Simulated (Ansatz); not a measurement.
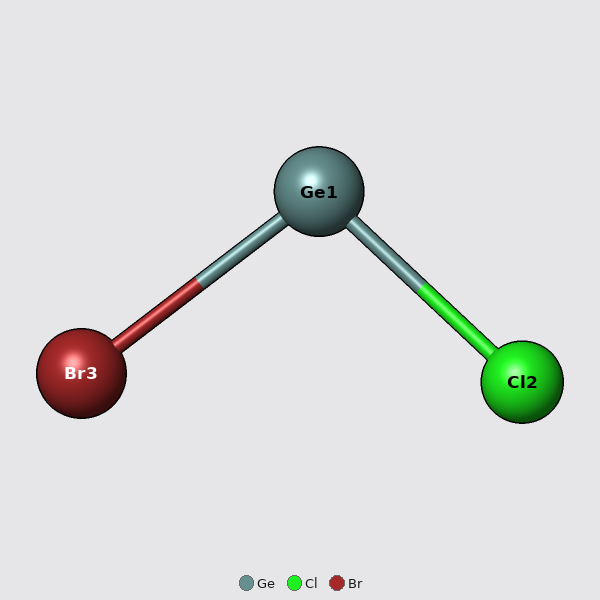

Harmonic vibrations computed with RKS PBE0-D4/def2-TZVP (Ansatz 0.2.0) at a stationary point of the same level.

How many imaginary frequencies does it have?

Answer. A minimum: no imaginary frequency, and the lowest mode lies at 131 cm⁻¹.

List the wavenumbers.

Answer. 3 modes: 131, 289, 399 cm⁻¹.
